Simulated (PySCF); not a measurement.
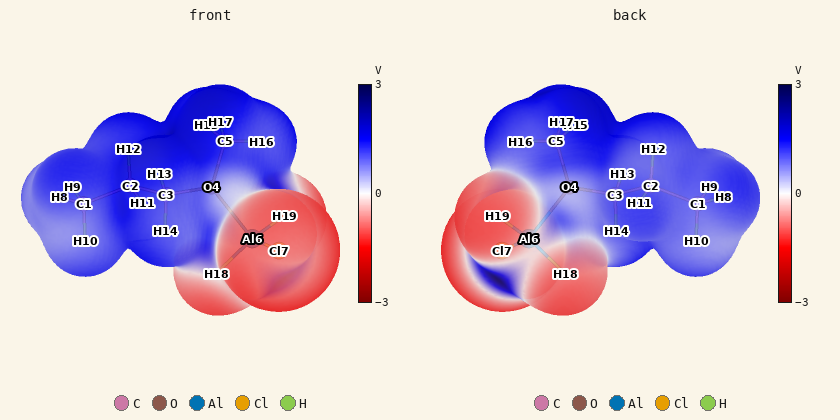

Figure 1: C$_{4}$H$_{12}$AlClO (SMILES CCC[O+](C)[AlH2-][Cl]). The electrostatic potential painted on the density surface at 0.004 e/bohr³, seen from the front and from behind; red is negative and blue positive.

Geometry: GFN2-xTB.

Level of theory: PBE0/pcSseg-1, SCF density, gas phase, non-relativistic in PySCF.

```xyz
19

C    -2.6079   -0.6164    0.4566
C    -1.3854   -0.1913   -0.3473
C    -0.2294    0.1823    0.5773
O     1.0087    0.3117   -0.1028
C     1.1543    1.4681   -0.8982
Al    2.3950   -0.9920    0.1793
Cl    3.3775   -0.3670    1.8662
H    -3.4243   -0.8787   -0.2106
H    -2.9404    0.1895    1.1070
H    -2.3752   -1.4819    1.0714
H    -1.0556   -1.0150   -0.9840
H    -1.6480    0.6536   -0.9874
H    -0.4452    1.1074    1.1260
H    -0.0640   -0.6261    1.2979
H     0.4620    1.4576   -1.7427
H     2.1784    1.4506   -1.2713
H     0.9966    2.3699   -0.2997
H     1.4758   -2.2380    0.3372
H     3.1173   -0.7752   -1.1822
```

Where is the surface potential most negative and most positive?

The most negative region (about −1.2 V, or −28 kcal/mol for a unit charge) lies over Cl7, the most positive (about +2.0 V, or +46 kcal/mol for a unit charge) over C3, C5 and Al6.
